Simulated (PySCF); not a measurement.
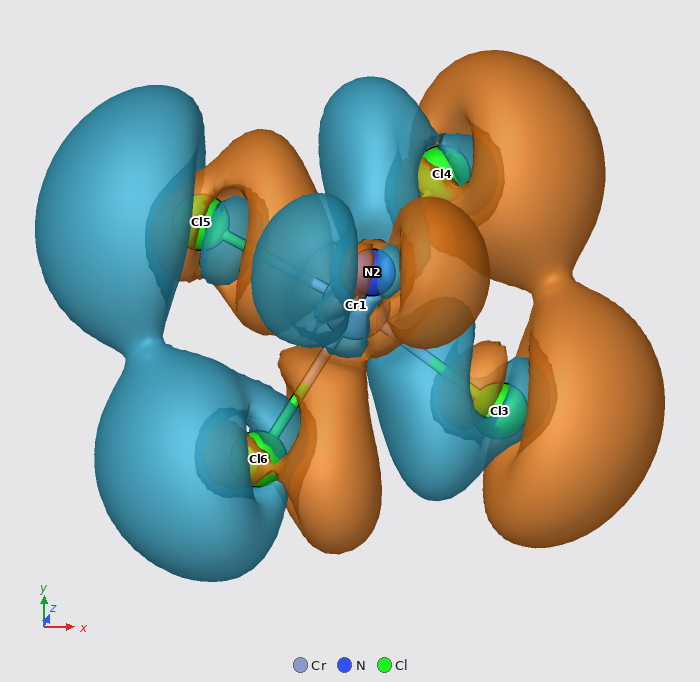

[CrNCl4]2- (Cl4CrN, charge −2, doublet). Change of the electron density in a uniform field of 0.10 V/Å, surfaces at ±0.0004 e/Å³ (light blue: gain, orange: loss).

Level of theory: r2SCAN/def2-SVPD (PySCF), at a geometry from GFN2-xTB. This is a single-reference result, which may miss multireference character in this system. No frequency check shows the geometry to be a minimum. For an anion such functionals hold the outermost electrons too loosely, so the response is rough. The stability of the open-shell solution wasn't checked. GFN2-xTB bond lengths at metals and heavier atoms can be off by up to 0.1 Å and shapes distorted, which carries into these values. GFN2-xTB doesn't know the spin state, so this open-shell geometry is rough.

Geometry (Å), atoms numbered from 1:

```
Cr1      0.0009   -0.0009    0.2726
N2      -0.0031    0.0021    1.8988
Cl3      1.8919   -1.1638   -0.2909
Cl4      1.1641    1.8919   -0.2919
Cl5     -1.8920    1.1641   -0.2920
Cl6     -1.1640   -1.8918   -0.2919
```

**Along which Cartesian direction does the field point?**

Along +x: electrons gather on the −x side, against the field.

**How large is the response?**

The induced dipole is 0.69 D (along the field); α along this axis, from the fields in both directions, is 136 bohr³ (20.1 Å³).

**Which atoms gain and lose the most charge?**

Electrons gather most on Cl5 (Hirshfeld charge changes by −0.013 e) and leave Cl3 most (+0.013 e); 0.047 electrons are displaced in all.
